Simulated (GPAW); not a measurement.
Consider Ti2O (P-3m1).

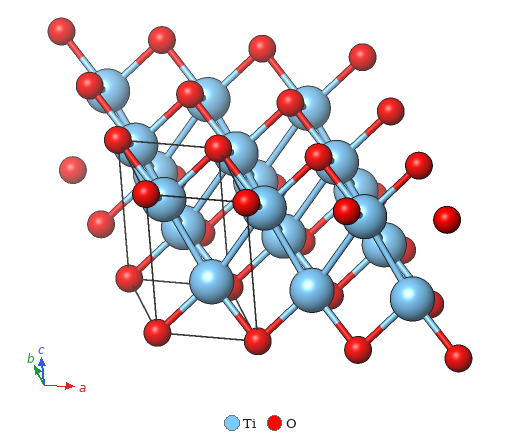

The structure (titanium blue, oxygen red). Bonds to atoms that aren't drawn are left out. 3×3×1 cells are drawn. Some periodic images of atoms are drawn too.

```
Ti O
1.0
     2.91940    0.00000    0.00000
    -1.45970    2.52827    0.00000
     0.00000    0.00000    4.71300
Ti O
2 1
Direct
  0.33333 0.66667 0.72126
  0.66667 0.33333 0.27874
  0.00000 0.00000 0.00000
```

Absorber: atom 3, with 6 Ti at 2.14 Å (octahedral, site symmetry -3m). Method: GPAW, LDA, excited-electron core hole (neutral cell), 12-atom cell with 5.5 Å between holes, 5×5×5 k points, dipole transitions, Gaussian full width 0.9 eV up to 4 eV, rising linearly to 3.5 eV at 25 eV.

Q: What does the O K edge look like?

Main maxima up to 24 eV above the zero (height): 1.0 eV (2.89), 6.6 eV (1.07) and 11.1 eV (1.77). A K edge sees empty p states; the first features are O p mixed into the empty d states of the Ti neighbours, and the broad ones above probably into the cations' higher empty bands. The total-energy difference is 536.16 eV. One term is added: -8.83 eV, since the hole is spin-paired here and a spin-polarised one costs that much less in the free atom (computed apart). The photon energy is then 527.33 eV. The functional leaves an error in such absolute values: in the free atom LDA prices this hole 4.1 eV below PBE (computed apart), and PBE is itself good to a few eV.

The O K spectrum (energy from the lowest empty level; intensity scaled to a mean of 1 over the first 20 eV; polarised curves are means over the symmetry-equivalent atoms):

| E (eV) | isotropic | ε ⊥ c | ε ∥ c |
| --- | --- | --- | --- |
| -2.0 | 0.00 | 0.00 | 0.00 |
| -0.5 | 0.09 | 0.12 | 0.05 |
| 1.0 | 2.89 | 3.05 | 2.57 |
| 2.5 | 1.46 | 1.51 | 1.36 |
| 4.0 | 0.92 | 0.87 | 1.01 |
| 5.5 | 0.81 | 0.75 | 0.94 |
| 7.0 | 1.02 | 0.95 | 1.18 |
| 8.5 | 0.59 | 0.51 | 0.77 |
| 10.0 | 1.12 | 1.20 | 0.95 |
| 11.5 | 1.65 | 2.00 | 0.97 |
| 13.0 | 0.88 | 0.93 | 0.79 |
| 14.5 | 0.53 | 0.48 | 0.62 |
| 16.0 | 0.46 | 0.39 | 0.60 |
| 17.5 | 0.54 | 0.55 | 0.53 |
| 19.0 | 0.61 | 0.59 | 0.66 |
| 20.5 | 0.61 | 0.45 | 0.94 |
| 22.0 | 0.68 | 0.44 | 1.15 |
| 23.5 | 0.77 | 0.58 | 1.16 |
| 25.0 | 0.86 | 0.80 | 0.98 |
| 26.5 | 1.03 | 1.14 | 0.81 |
| 28.0 | 1.16 | 1.43 | 0.62 |
| 29.5 | 1.07 | 1.37 | 0.48 |
| 31.0 | 0.93 | 1.13 | 0.53 |

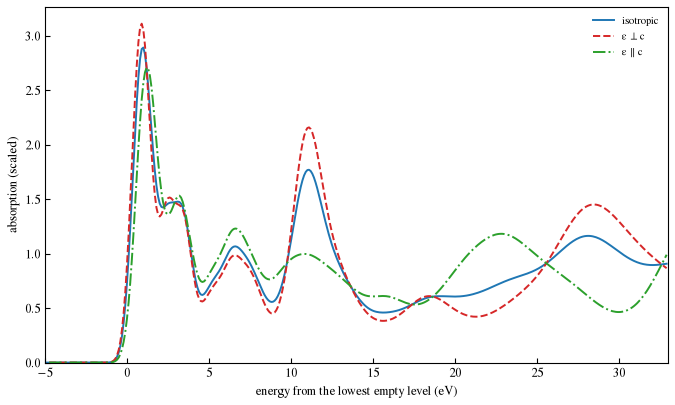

The O K edge.

The unit cell's mesh shows no gap over 0.35 eV. That is right for a metallic compound; for a small-gap or correlated insulator it would be the fault of the functional or of the assumed magnetic order, and the hole would be screened too well. The holes are only 5.5 Å apart, so the shape is probably not converged with cell size; no larger cell was run here. The mesh is coarse (0.28 Å⁻¹ between points), so small maxima may be mesh ripples. The structure is a published determination, not relaxed.

[Banner, clock and machine lines of the logs are left out without a mark of their own.]

[Logs are printed without paths, hosts, clocks, repeated set-up lines and the standing remarks that a program may print on its own settings, such as how far it seeks lower states.]

[Hosts, paths, dates, database ids (printed as entryN), source tags and the programs' standing remarks are cut or masked in the printed files.]

[Lists of maxima count a maximum above −3 eV only where it reaches 4 % of the highest in the window and stands out from its surroundings by 2 % of it (1.5 % where it reaches 55 %); shoulders and weaker maxima are passed over, and of the rest the first, up to two pre-edge ones and the few strongest are named.]
